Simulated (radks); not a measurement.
**Spin polarisation of the 4s shell in Ga²⁺**

Aim: the energy gained and the exchange splitting as electrons of the 4s shell of Ga²⁺ are turned from spin down to spin up.

Program: radks (a radial shooting solver on a logarithmic mesh, Libxc functionals) version 1. Level of theory: scalar-relativistic Kohn-Sham, LDA (Slater exchange, Perdew-Wang correlation), spin-polarised, spherical densities, point nucleus. These are calculated values, not measurements, unless marked.

### 1 What is computed

```
element       : gallium (Z = 31)
charge        : +2
electrons     : 29
configuration : [Ar] 3d10 4s(up 0.5, down 0.5)
```

A shell typed twice in an input gives spin up, then spin down.

### 2 No moment

Input:

```text
Z 31
configuration [Ar] 3d10 4s0.5 4s0.5
relativity scalar-relativistic
functional lda,pw
spin polarised
nucleus point
c 137.035999084
```

### 3 moment 0.25 in 4s

Input:

```text
Z 31
configuration [Ar] 3d10 4s0.625 4s0.375
relativity scalar-relativistic
functional lda,pw
spin polarised
nucleus point
c 137.035999084
```

### 4 moment 0.5 in 4s

Input:

```text
Z 31
configuration [Ar] 3d10 4s0.75 4s0.25
relativity scalar-relativistic
functional lda,pw
spin polarised
nucleus point
c 137.035999084
```

### 5 moment 0.75 in 4s

Input:

```text
Z 31
configuration [Ar] 3d10 4s0.875 4s0.125
relativity scalar-relativistic
functional lda,pw
spin polarised
nucleus point
c 137.035999084
```

### 6 moment 1 in 4s

Input:

```text
Z 31
configuration [Ar] 3d10 4s1 4s0
relativity scalar-relativistic
functional lda,pw
spin polarised
nucleus point
c 137.035999084
```

Q: Predict the outcome of this session. Wanted: for each run, moment; E − E(0); ε(4s up); ε(4s down); splitting.

As calculated:

```csv
moment (μB),E − E(0) (eV),ε(4s up) (eV),ε(4s down) (eV),splitting (eV)
0,0.000,-26.473,-26.473,0.000
0.25,-0.020,-26.626,-26.305,0.321
0.5,-0.081,-26.768,-26.120,0.649
0.75,-0.183,-26.900,-25.914,0.986
1,-0.328,-27.019,-25.683,1.336
```

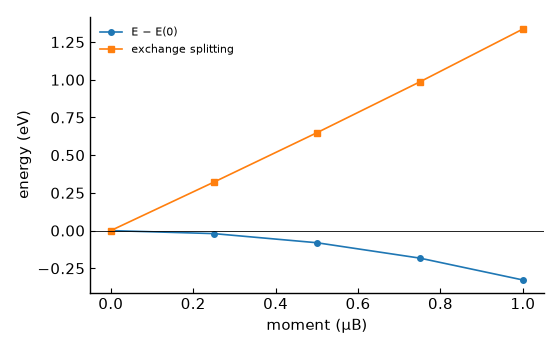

Energy and exchange splitting against the moment.

What this shows: At a moment of 1 μB the energy has fallen by 0.33 eV and the 4s levels split by 1.34 eV, 1.336 eV per μB. The Stoner form E = −I m²/4 would give I = 1.310 eV. The energy falls at every step.
